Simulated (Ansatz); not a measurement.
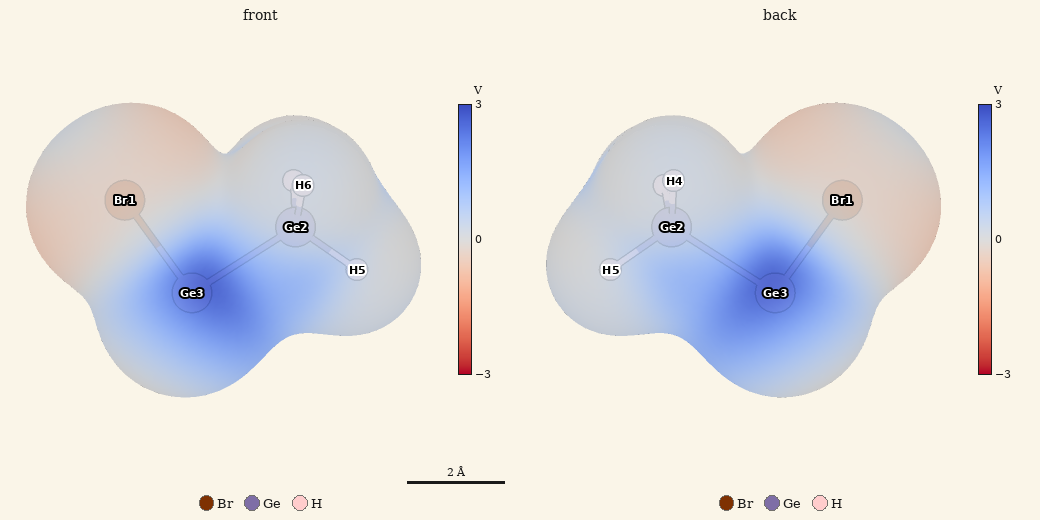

Figure 1: BrGe$_{2}$H$_{3}$ (SMILES [GeH3][Ge][Br]). The electrostatic potential painted on the density surface at 0.002 e/bohr³, seen from the front and from behind; the colour scale runs from red (negative) to blue (positive).

Geometry: B3LYP-D3(BJ)/def2-SVP.

All numbers below come from isolated molecule in a Gaussian basis; Kohn-Sham density functional theory, functional PBE0 (Ansatz).

```xyz
6

Br   -0.5506   -1.6061   -2.0057
Ge   -1.0800    1.4291   -0.1622
Ge   -2.3530   -0.0767   -1.7699
H    -0.6576    0.6331    1.0957
H    -1.9109    2.6510    0.3065
H     0.2068    1.9626   -0.8363
```

**Describe the electrostatic potential map.**

The most negative region (about −0.5 V) lies over Br1, the most positive (about +2.5 V) over Ge3.
